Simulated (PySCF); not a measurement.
**C9H12: density, localisation and related maps**

Input file:

```
{"job": {"xc": "B3LYP", "basis": "pcSseg-1", "solvent": "chloroform", "kind": "nmr", "pop": true}, "charge": 0, "multiplicity": 1}
C      1.796054     1.247857     0.829292
C      1.279339     0.443860    -0.365692
C      2.114378    -0.821944    -0.570383
C     -0.180308     0.102025    -0.191427
C     -0.614097    -0.683674     0.869974
C     -1.953620    -0.991255     1.022660
C     -2.885387    -0.518066     0.114501
C     -2.466236     0.264652    -0.946547
C     -1.124698     0.570304    -1.095540
H      2.826723     1.552691     0.660740
H      1.758600     0.654808     1.739701
H      1.190420     2.139666     0.976035
H      1.378305     1.065712    -1.262759
H      1.733923    -1.393919    -1.414065
H      3.151884    -0.560805    -0.768141
H      2.082575    -1.453581     0.313957
H      0.099156    -1.061601     1.587867
H     -2.272478    -1.603377     1.854325
H     -3.931805    -0.758196     0.233966
H     -3.185251     0.638732    -1.661108
H     -0.806396     1.183054    -1.927827
```

Launched as:

```sh
OMP_NUM_THREADS=1 python ens_run.py task.json out
```

Geometry: GFN2-xTB.

Level of theory: B3LYP/pcSseg-1, SCF density, in a chloroform solvent model, non-relativistic (PySCF).

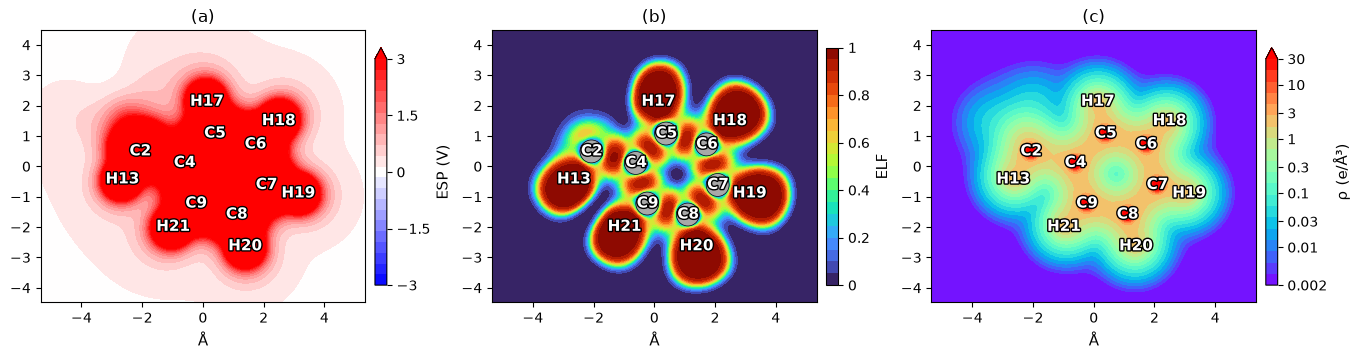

Figure 1. (a) electrostatic potential; (b) electron localisation function; (c) electron density on the plane of atoms C7, C6 and H18. Grey discs cover the atomic cores in the ELF map.

Interpret the plot.

Atoms in the plane: C and H. C–C (1.38 Å): the density is about 2.1 e/Å³ at the midpoint; the ELF peaks at about 0.95 between the atoms (a covalent bond). C–H (1.08 Å): ρ at the midpoint is about 2.1 e/Å³; the ELF climbs to about 1 towards the hydrogen, as it does in any bond to H: a covalent bond by its length. C–C (1.51 Å): ρ at the midpoint is about 1.7 e/Å³; the ELF peaks at about 0.95 between the atoms, as expected for a covalent bond. The potential has no marked negative region in this plane.

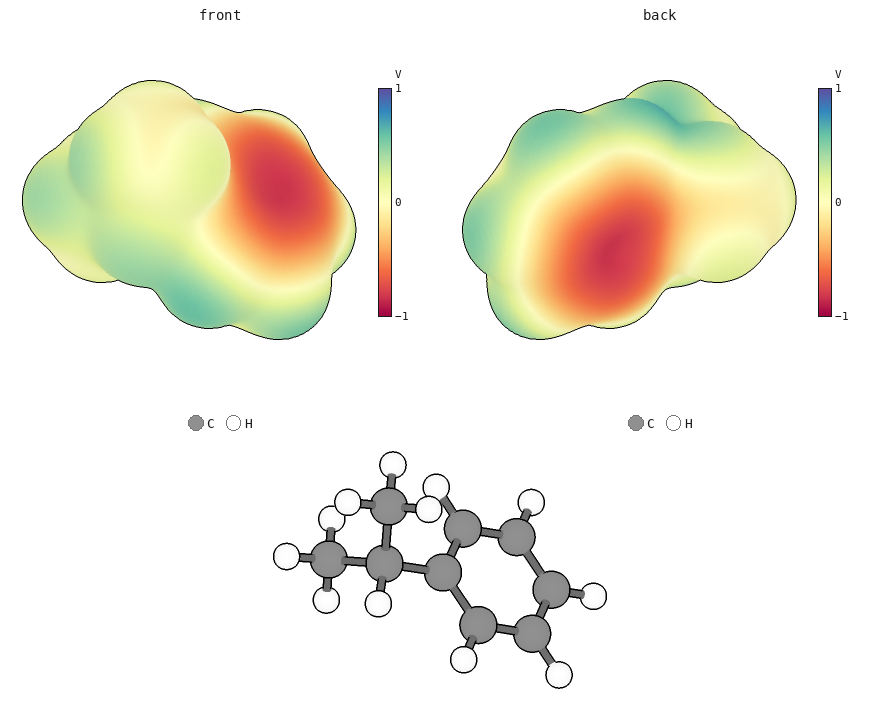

Figure 2. The electrostatic potential painted on the density surface at 0.001 e/bohr³, seen from the front and from behind; red is negative and blue positive. The bare structure is drawn below in the same view.

Where is the surface potential most negative and most positive?

The most negative region (about −0.8 V, or −18 kcal/mol for a unit charge) lies over the π face of the C atoms, the most positive (about +0.6 V, or +14 kcal/mol for a unit charge) over H17.

What dipole moment does the calculation give?

Its dipole moment is 0.52 D.
